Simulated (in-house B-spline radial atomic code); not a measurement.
# Excitations of B³⁺ as exact exchange is dialled in

Aim: follow the lowest excitations, the threshold and the polarisability of B³⁺ as the share of exact exchange in a PBE hybrid goes from none to all.

Method: linear response of a closed shell, each method with its own adiabatic kernel; non-relativistic; B-spline basis; no spin-orbit coupling, no double excitations; only terms of natural parity, (−1)^L, with L up to 3 are computed. Code: in-house B-spline radial atomic code version 1.

### 1 The system

- element: boron (Z = 5)
- charge: +3
- configuration: 1s2
- runs: 0 % exact exchange; 10 % exact exchange; 20 % exact exchange; 30 % exact exchange; 40 % exact exchange; 50 % exact exchange; 60 % exact exchange; 70 % exact exchange; 80 % exact exchange; 90 % exact exchange; 100 % exact exchange

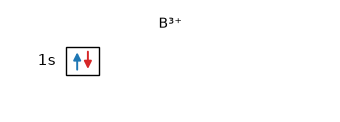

Outer shells as boxes.

### 2 0 % exact exchange

Settings of the run:

```ini
Z = 5
electrons = 2.0
configuration = 1s2
hamiltonian = nr
method = pbeh
box_radius = 23.08
exact_exchange_fraction = 0.0
intervals = 47
```

Launch:

```sh
python run_td.py task.json out
```

task.json lists these runs, among others, and the program works through them in turn.

### 3 10 % exact exchange

Settings of the run:

```ini
Z = 5
electrons = 2.0
configuration = 1s2
hamiltonian = nr
method = pbeh
box_radius = 23.08
exact_exchange_fraction = 0.1
intervals = 47
```

### 4 20 % exact exchange

Settings of the run:

```ini
Z = 5
electrons = 2.0
configuration = 1s2
hamiltonian = nr
method = pbeh
box_radius = 23.08
exact_exchange_fraction = 0.2
intervals = 47
```

### 5 30 % exact exchange

Settings of the run:

```ini
Z = 5
electrons = 2.0
configuration = 1s2
hamiltonian = nr
method = pbeh
box_radius = 23.08
exact_exchange_fraction = 0.3
intervals = 47
```

### 6 40 % exact exchange

Settings of the run:

```ini
Z = 5
electrons = 2.0
configuration = 1s2
hamiltonian = nr
method = pbeh
box_radius = 23.08
exact_exchange_fraction = 0.4
intervals = 47
```

### 7 50 % exact exchange

Settings of the run:

```ini
Z = 5
electrons = 2.0
configuration = 1s2
hamiltonian = nr
method = pbeh
box_radius = 23.08
exact_exchange_fraction = 0.5
intervals = 47
```

### 8 60 % exact exchange

Settings of the run:

```ini
Z = 5
electrons = 2.0
configuration = 1s2
hamiltonian = nr
method = pbeh
box_radius = 23.08
exact_exchange_fraction = 0.6
intervals = 47
```

### 9 70 % exact exchange

Settings of the run:

```ini
Z = 5
electrons = 2.0
configuration = 1s2
hamiltonian = nr
method = pbeh
box_radius = 23.08
exact_exchange_fraction = 0.7
intervals = 47
```

### 10 80 % exact exchange

Settings of the run:

```ini
Z = 5
electrons = 2.0
configuration = 1s2
hamiltonian = nr
method = pbeh
box_radius = 23.08
exact_exchange_fraction = 0.8
intervals = 47
```

### 11 90 % exact exchange

Settings of the run:

```ini
Z = 5
electrons = 2.0
configuration = 1s2
hamiltonian = nr
method = pbeh
box_radius = 23.08
exact_exchange_fraction = 0.9
intervals = 47
```

### 12 100 % exact exchange

Settings of the run:

```ini
Z = 5
electrons = 2.0
configuration = 1s2
hamiltonian = nr
method = pbeh
box_radius = 23.08
exact_exchange_fraction = 1.0
intervals = 47
```

**Question.** What will these runs give? Wanted: for each run, threshold; 1s→2p ¹P; 1s→2p ³P, Tamm-Dancoff; α; C6.

**Answer**, as computed:

| run | threshold (eV) | 1s→2p ¹P (eV) | 1s→2p ³P, Tamm-Dancoff (eV) | α (bohr³) | C6 (hartree bohr⁶) | time |
| --- | --- | --- | --- | --- | --- | --- |
| 0 % exact exchange | 231.32 | 195.03 | 192.79 | 0.02049 | 0.002749 | 0.1 s |
| 10 % exact exchange | 234.23 | 196.25 | 193.94 | 0.02039 | 0.002730 | 0.1 s |
| 20 % exact exchange | 237.14 | 197.46 | 195.08 | 0.02029 | 0.002712 | 0.1 s |
| 30 % exact exchange | 240.06 | 198.67 | 196.21 | 0.02018 | 0.002694 | 0.1 s |
| 40 % exact exchange | 242.98 | 199.86 | 197.33 | 0.02008 | 0.002676 | 0.1 s |
| 50 % exact exchange | 245.91 | 201.04 | 198.44 | 0.01998 | 0.002659 | 0.1 s |
| 60 % exact exchange | 248.83 | 202.21 | 199.54 | 0.01989 | 0.002642 | 0.1 s |
| 70 % exact exchange | 251.77 | 203.37 | 200.62 | 0.01979 | 0.002625 | 0.1 s |
| 80 % exact exchange | 254.70 | 204.52 | 201.70 | 0.01969 | 0.002608 | 0.1 s |
| 90 % exact exchange | 257.64 | 205.66 | 202.77 | 0.01960 | 0.002592 | 0.1 s |
| 100 % exact exchange | 260.58 | 206.79 | 203.82 | 0.01951 | 0.002576 | 0.1 s |

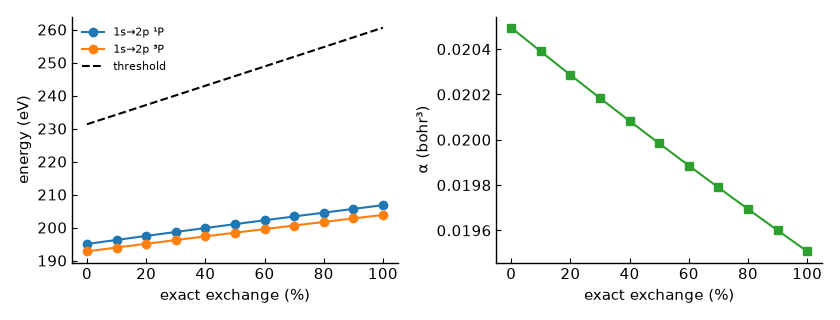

Left: excitation energies and the threshold. Right: dipole polarisability.

**Reading.** From 0 % exact exchange to 100 % exact exchange the threshold goes from 231.32 to 260.58 eV and α from 0.0205 to 0.0195 bohr³. 1s→2p ¹P moves from 195.03 eV (0 % exact exchange) to 206.79 eV (100 % exact exchange). 1s→2p ³P moves from 192.79 eV (0 % exact exchange) to 203.82 eV (100 % exact exchange). Exact exchange removes self-interaction, which deepens the highest level.
